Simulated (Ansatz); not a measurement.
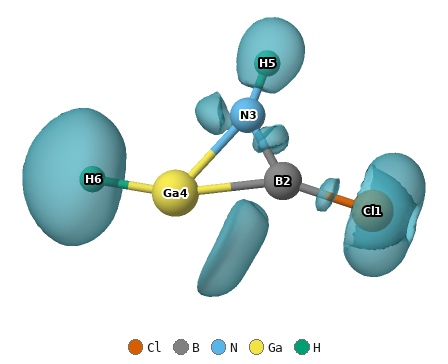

BClGaH$_{2}$N. Isosurface of the ELF at 0.85 (cyan), seen across its widest extent. Only the valence region is drawn (cores and ρ < 0.01 e/Å³ removed).

Geometry: PBE0-D4/def2-TZVP.

Computed with RKS PBE0-D4/def2-TZVPP (Ansatz 0.2.0).

```xyz
6

Cl    0.8246   -2.3879    0.8144
B     0.1934   -0.8382    0.3255
N     0.6218    0.2272   -0.4231
Ga   -1.1671    0.6164    0.2340
H     1.4922    0.3822   -0.9187
H    -1.9229    1.9363   -0.0781
```

> Where are the electrons localised?

The surface consists of one region between bonded B–Cl atoms (shared pairs), one region between bonded B–N atoms (shared pairs), two regions around hydrogen nuclei, one ring or bowl of non-bonding electrons around Cl, one lobe on Ga, pointing away from the bonds (lone pairs) and one lobe on N, pointing away from the bonds (lone pairs). Profiles from the grid: B–N (1.37 Å): the ELF peaks at about 0.90 between the atoms, as expected for a polar covalent bond. B–Cl (1.74 Å): the ELF peaks at about 0.90 between the atoms; a polar covalent bond.
